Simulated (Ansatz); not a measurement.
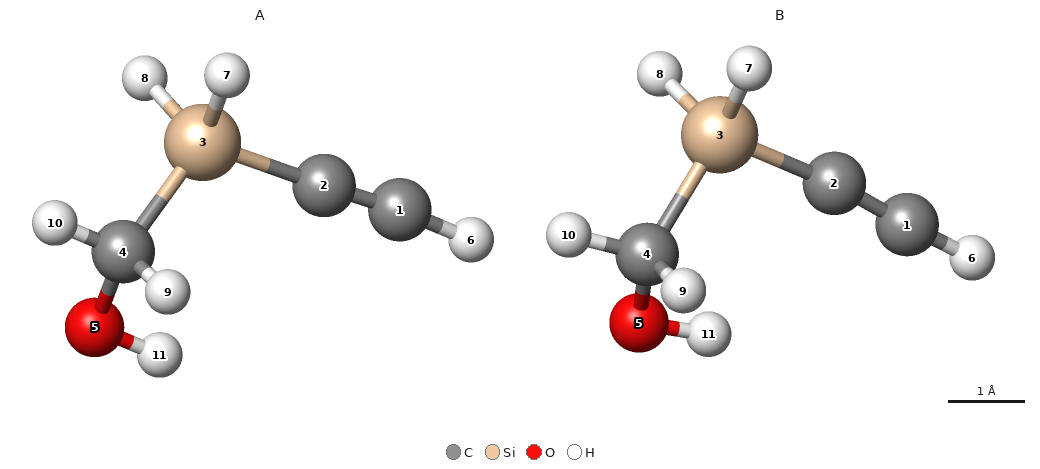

Two geometries of C$_{3}$H$_{6}$OSi, drawn at one scale. One is the start of a relaxation, the other its converged end. A ball-and-stick model, seen from a free direction.

Level of theory: UKS PBE-D4/6-31G* (Ansatz). (collinear spin; force threshold 0.02 eV/Å; at most 50 steps)

Which one is relaxed?

Answer. Structure B is the relaxed one. The run prepares an end point of a later path (hydrogen shift) calculation, from a guessed geometry. After 8 geometry steps the energy has fallen by 0.661 eV. The largest force component goes from 7 to 0.012 eV/Å. The atom that moves furthest after the best rigid fit is H11 (0.47 Å). Largest moves by element: H 0.47 Å, O 0.34 Å, C 0.26 Å, Si 0.15 Å. Some distances before and after: C1–C2 1.151 → 1.227 Å, C4–O5 1.500 → 1.433 Å, C4–H10 1.042 → 1.104 Å, C1–H6 1.125 → 1.076 Å. Bond angles that change, for instance: C2–Si3–C4 112.7° → 104.3°, C4–Si3–H7 105.7° → 113.3°, H9–C4–H10 114.2° → 106.7°.
